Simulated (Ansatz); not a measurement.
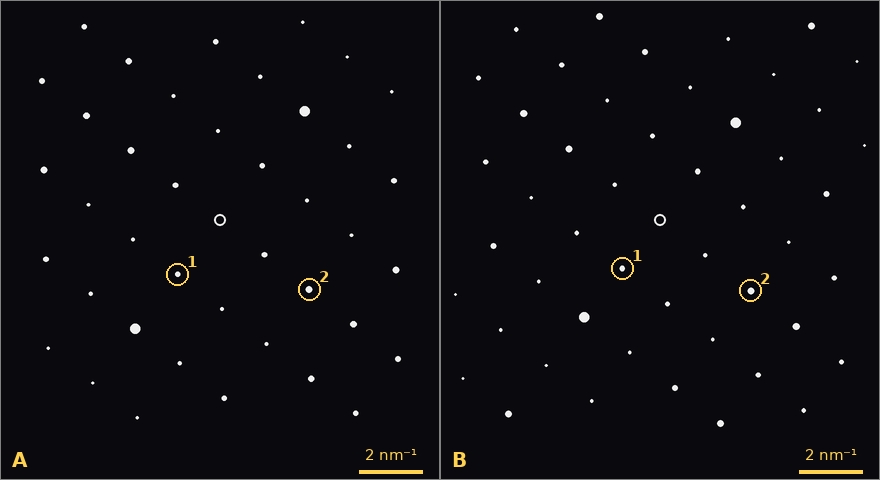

Kinematic electron diffraction patterns (200 kV, B = 0.5 Å², same scale) along [110] of the run's own cell, for the start and the end of one relaxation of Ce2ZnBr2 with DFT, PAW plane waves, pbe+U in Ansatz 0.2.0. k mesh 3×3×5. The start is a generated model structure, and the relaxation ends in the nearest stationary point of its symmetry, not necessarily the ground state. Spot 1 is 0 0 -1 and spot 2 is -2 2 0 in both.

Start structure:

```
CELL_PARAMETERS angstrom
7.81886 0.00000 0.00000
0.00000 7.81886 0.00000
0.00000 0.00000 4.52921
ATOMIC_POSITIONS crystal
Zn 0.00000 0.00000 0.00000
Zn 0.50000 0.50000 0.00000
Ce 0.17965 0.67965 0.50000
Ce 0.32035 0.17965 0.50000
Ce 0.82035 0.32035 0.50000
Ce 0.67965 0.82035 0.50000
Br 0.38192 0.88192 0.00000
Br 0.11808 0.38192 0.00000
Br 0.61808 0.11808 0.00000
Br 0.88192 0.61808 0.00000
```

> Which pattern belongs to the start structure, and which to the relaxed one?

A is the start: its cell gives d(1) = 4.529 Å, d(2) = 2.764 Å and an angle of 90.0°. B is the relaxed structure, with d(1) = 5.072 Å (+12.0 %), d(2) = 2.708 Å (-2.0 %) and 90.0°.

> Name reflections whose intensity changes strongly on relaxation.

3 -3 -1 goes from 15 to 5 % of the strongest spot.

> What did the relaxation do to the structure and the energy?

The volume changed by +7.5 % to 29.76 Å³ an atom; with the mean shift removed, the atoms moved by up to 0.35 Å relative to the cell (Br most); the space group stayed P4/mbm (No. 127); the free energy fell by 190 meV an atom. Relaxed cell: a = 7.660 Å, b = 7.660 Å, c = 5.072 Å, α = 90.00°, β = 90.00°, γ = 90.00°.
